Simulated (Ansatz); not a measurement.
Cl₂H₂NSi (SMILES N[Si](Cl)Cl) (doublet)

Input

```
crystal:
  periodic: [false, false, false]
  atoms:
    - {symbol: N, position_ang: [-0.044400, 0.895300, -0.153600]}
    - {symbol: Si, position_ang: [-0.339600, -0.701400, 0.363200]}
    - {symbol: Cl, position_ang: [1.300200, -1.294100, 1.459200]}
    - {symbol: Cl, position_ang: [-0.574100, -1.849600, -1.330500]}
    - {symbol: H, position_ang: [0.310900, 1.580200, 0.495200]}
    - {symbol: H, position_ang: [-0.610900, 1.305500, -0.879600]}
basis:
  gaussian:
    orbitals: MINI.json
hamiltonian:
  xc: {name: wPBEh}
  dispersion: {method: d3bj, functional: pbe0}
  pseudopotentials: {relativity: none}
magnetization:
  spin_polarized: true
  initial_magnetization: 1
accuracy: high
output: {forces: true, orbitals: {seedname: orbitals}}
```

Launched as:

```sh
ansatz run run.yaml --threads 1 --pin off --max-ram 2610MiB --events-out events.jsonl --progress --plain --runs-dir runs
```

Geometry: PBE0-D4/def2-TZVP.

All numbers below come from isolated molecule in a Gaussian basis; Kohn-Sham density functional theory, functional wPBEh in Ansatz 0.2.0.

**Predict the electron density, electron localisation function and spin density between the atoms.**

N–H (1.01 Å): ρ at the midpoint is about 2.4 e/Å³; the ELF climbs to about 1 towards the hydrogen, as it does in any bond to H; an ordinary covalent bond to hydrogen.
The unpaired spin (1 electron) lies mostly on Si2 (about 0.5), N1 (about 0.2), Cl3 (about 0.1) and Cl4 (about 0.1), in electrons by Hirshfeld's partition.

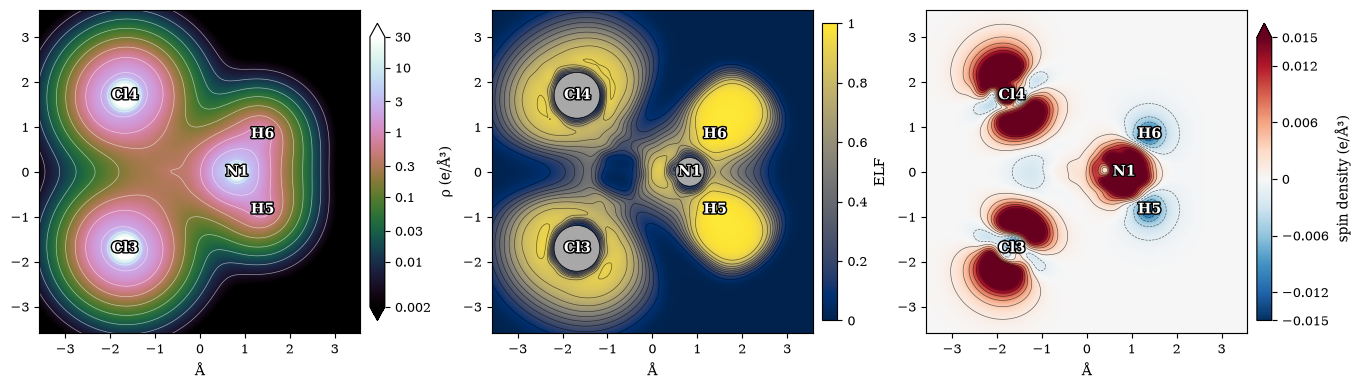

Computed electron density, electron localisation function and spin density on the plane of atoms H5, N1 and H6, in this order. Grey discs cover the atomic cores in the ELF map. 
